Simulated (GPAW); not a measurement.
# Run report: SiH3, geometry relaxation (part 4 of 4)

SiH3, multiplicity 2, SMILES [SiH3]; WC/plane waves, UKS, scalar-relativistic datasets (GPAW 26.7.0). The atoms were displaced at random from an optimised geometry.

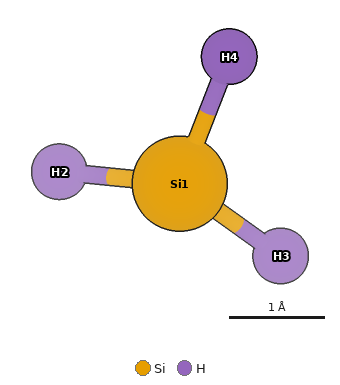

**Figure 1.** The geometry at step 5 of the log (ball-and-stick view, seen at a tilt; atoms are numbered from 1 in the order of the input).

```
|iter     |     time |      energy | eigst |  dens |  magmom |
|---------|----------|-------------|-------|-------|---------|
|iter:   1| 00:02:18 |  -13.943271c| -6.01 |       |  +0.9999|
|iter:   2| 00:02:20 |  -13.943270c| -7.63c| -3.53 |  +0.9999|
|iter:   3| 00:02:22 |  -13.943269c| -6.51 | -3.58 |  +1.0000|
|iter:   4| 00:02:23 |  -13.943269c| -7.44c| -4.09c|  +1.0000|

Converged in 4 steps
SCF loop duration: 5.646 s (1.411 s/step)
Energy contributions relative to reference atoms: (reference = -7916.985151)

Energy contributions:
  Kinetic:          15.483704
  Coulomb:         -16.918455
  Zero:             -0.013675
  External:          0.000000
  Xc:              -12.494843
  Entropy:           0.000000
  Spinorbit:         0.000000
  ----------------------------
  Free energy:     -13.943269
  Extrapolated:    -13.943269

dipole moment: (0.004061, -0.000485, -0.002358)  # |e|*Ang

Total magnetic moment: (0.000000, 0.000000, 0.999988)

Local magnetic moments
|        x |        y |        z |
|----------|----------|----------|
| 0.000000 | 0.000000 | 0.301409 |  # Si   0
| 0.000000 | 0.000000 | 0.003626 |  # H    1
| 0.000000 | 0.000000 | 0.003607 |  # H    2
| 0.000000 | 0.000000 | 0.003585 |  # H    3

Fermi levels: -1.921, -4.237
Eigenvalues  # (at kpt = [0.000, 0.000, 0.000])
| band index |      eig [eV] | occ [0-1] |      eig [eV] | occ [0-1] |
|------------|---------------|-----------|---------------|-----------|
|          0 |       -13.146 |     1.000 |       -12.641 |     1.000 |
|          1 |        -8.527 |     1.000 |        -8.343 |     1.000 |
|          2 |        -8.521 |     1.000 |        -8.337 |     1.000 |
|          3 |        -5.161 |     1.000 |        -3.313 |     0.000 |
|          4 |        -0.529 |     0.000 |        -0.348 |     0.000 |
|          5 |        -0.002 |     0.000 |         0.341 |     0.000 |
|          6 |         0.018 |     0.000 |         0.396 |     0.000 |

Gap: 2.784 eV
Transition (v -> c):
  (s=1, k=0, n=3, [0.00, 0.00, 0.00]) -> (s=0, k=0, n=4, [0.00, 0.00, 0.00])
No difference between direct/indirect transitions
vacuum-level: 0.148  # V

Forces  # eV/Ang
|        x |        y |        z |
|----------|----------|----------|
| -0.00467 |  0.00099 |  0.00035 |  # Si   0
|  0.00208 | -0.00150 |  0.00161 |  # H    1
|  0.00334 | -0.00671 |  0.00357 |  # H    2
| -0.00049 |  0.00672 | -0.00571 |  # H    3

Force computation time: 0.477  # s
LBFGS:   10 00:02:24      -13.943269        0.008833
Converged: True
Final energy            -13.94327 eV
r(H1-Si0) = 1.4956 Ang
r(H3-Si0) = 1.4953 Ang
```

## Trajectory as extended XYZ (Å, eV, eV/Å), 11 frames, from step=0 to step=10
```
4
Properties=species:S:1:pos:R:3:forces:R:3 step=0 energy=-13.88540
Si    6.2853    6.2544    5.7667    0.5881   1.5678   0.0483
H     6.6433    6.9674    7.0683   -0.1818  -0.3346  -0.3820
H     5.8101    4.9149    5.9099   -0.4410  -1.1812   0.2608
H     5.3567    7.0851    4.9317    0.0346  -0.0520   0.0729
4
Properties=species:S:1:pos:R:3:forces:R:3 step=1 energy=-13.93023
Si    6.2937    6.2768    5.7674    0.2910   0.4751  -0.0470
H     6.6407    6.9627    7.0628   -0.1174  -0.1514  -0.1328
H     5.8038    4.8980    5.9136   -0.1375  -0.3825   0.1625
H     5.3572    7.0843    4.9328   -0.0361   0.0588   0.0173
4
Properties=species:S:1:pos:R:3:forces:R:3 step=2 energy=-13.93747
Si    6.3001    6.2873    5.7664    0.1256   0.0017  -0.1229
H     6.6382    6.9593    7.0599   -0.0788  -0.0565   0.0005
H     5.8007    4.8896    5.9171   -0.0024  -0.0323   0.1131
H     5.3564    7.0856    4.9331   -0.0444   0.0870   0.0092
4
Properties=species:S:1:pos:R:3:forces:R:3 step=3 energy=-13.93860
Si    6.3031    6.2890    5.7641    0.0746  -0.0764  -0.1226
H     6.6365    6.9579    7.0595   -0.0690  -0.0425   0.0118
H     5.8002    4.8877    5.9196    0.0262   0.0414   0.0951
H     5.3556    7.0872    4.9334   -0.0318   0.0773   0.0156
4
Properties=species:S:1:pos:R:3:forces:R:3 step=4 energy=-13.94049
Si    6.3101    6.2898    5.7572   -0.0149  -0.1346  -0.0832
H     6.6318    6.9543    7.0589   -0.0517  -0.0348  -0.0056
H     5.8001    4.8858    5.9261    0.0611   0.1295   0.0560
H     5.3534    7.0919    4.9342    0.0058   0.0399   0.0326
4
Properties=species:S:1:pos:R:3:forces:R:3 step=5 energy=-13.94170
Si    6.3150    6.2884    5.7507   -0.0597  -0.0983  -0.0291
H     6.6273    6.9509    7.0583   -0.0381  -0.0402  -0.0399
H     5.8010    4.8865    5.9321    0.0633   0.1339   0.0277
H     5.3520    7.0960    4.9355    0.0347   0.0046   0.0412
4
Properties=species:S:1:pos:R:3:forces:R:3 step=6 energy=-13.94257
Si    6.3177    6.2859    5.7454   -0.0621  -0.0179   0.0154
H     6.6233    6.9475    7.0569   -0.0248  -0.0439  -0.0638
H     5.8028    4.8892    5.9370    0.0415   0.0796   0.0112
H     5.3516    7.0992    4.9372    0.0455  -0.0179   0.0371
4
Properties=species:S:1:pos:R:3:forces:R:3 step=7 energy=-13.94302
Si    6.3178    6.2844    5.7431   -0.0357   0.0371   0.0268
H     6.6208    6.9450    7.0550   -0.0135  -0.0357  -0.0560
H     5.8045    4.8921    5.9396    0.0152   0.0163   0.0072
H     5.3523    7.1004    4.9388    0.0339  -0.0176   0.0218
4
Properties=species:S:1:pos:R:3:forces:R:3 step=8 energy=-13.94321
Si    6.3171    6.2843    5.7427   -0.0116   0.0392   0.0168
H     6.6196    6.9433    7.0532   -0.0043  -0.0190  -0.0283
H     5.8055    4.8937    5.9408    0.0015  -0.0150   0.0065
H     5.3532    7.1005    4.9398    0.0144  -0.0052   0.0049
4
Properties=species:S:1:pos:R:3:forces:R:3 step=9 energy=-13.94326
Si    6.3166    6.2848    5.7430   -0.0039   0.0153   0.0048
H     6.6192    6.9426    7.0522    0.0008  -0.0057  -0.0056
H     5.8058    4.8940    5.9412    0.0008  -0.0142   0.0049
H     5.3538    7.1004    4.9402    0.0021   0.0045  -0.0041
4
Properties=species:S:1:pos:R:3:forces:R:3 step=10 energy=-13.94327
Si    6.3164    6.2852    5.7431   -0.0047   0.0010   0.0003
H     6.6192    6.9424    7.0520    0.0021  -0.0015   0.0016
H     5.8059    4.8937    5.9413    0.0033  -0.0067   0.0036
H     5.3539    7.1005    4.9402   -0.0005   0.0067  -0.0057
```

This output came from the following input.

## The input (h3si_relax.py)
```python
from ase import Atoms
from ase.io import write
from ase.optimize import LBFGS
from gpaw import GPAW, PW, setup_paths
from gpaw.atom.configurations import parameters
from gpaw.atom.generator import Generator

molecule = Atoms(['Si', 'H', 'H', 'H'],
    positions=[[  0.233260,  -0.045366,  -0.183801],
               [  0.591280,   0.667684,   1.117809],
               [ -0.241982,  -1.384837,  -0.040597],
               [ -0.695376,   0.785328,  -1.018759]])
molecule.set_cell([12.0, 12.0, 12.0])
molecule.center()
molecule.set_initial_magnetic_moments([1.0, 0.0, 0.0, 0.0])

for symbol in ['H', 'Si']:
    Generator(symbol, xcname='WC', scalarrel=True, nofiles=True, txt=None).run(**parameters[symbol])
setup_paths.insert(0, '.')

gpaw_calc = GPAW(mode={'name': 'pw', 'ecut': 450},
                 occupations={'name': 'fermi-dirac', 'width': 0.0, 'fixmagmom': True},
                 xc='WC',
                 symmetry='off',
                 maxiter=100,
                 txt='-')
molecule.calc = gpaw_calc

opt = LBFGS(molecule, trajectory='h3si.traj')
converged = opt.run(fmax=0.01, steps=100)
print('Converged:', converged)
print(f'Final energy            {molecule.get_potential_energy():.5f} eV')
print(f'r(H1-Si0) = {molecule.get_distance(1, 0):.4f} Ang')
print(f'r(H3-Si0) = {molecule.get_distance(3, 0):.4f} Ang')
write('relaxed.xyz', molecule)
```

Launched with:
```bash
python3 h3si_relax.py
```

## Summary

| quantity | value |
| --- | --- |
| outcome | converged |
| energy relative to the program's reference atoms | −13.9433 eV |
| largest force | 0.009 eV/Å |
| dipole moment | 0.02 D |
| hardware | 1 thread of Arm Neoverse V1, 24 GiB of memory available, shared host |
| wall time | 2.4 min |
| peak memory | 0.73 GiB |

## Notes

Further notes kept with the run: datasets made with stock radii, not tested.
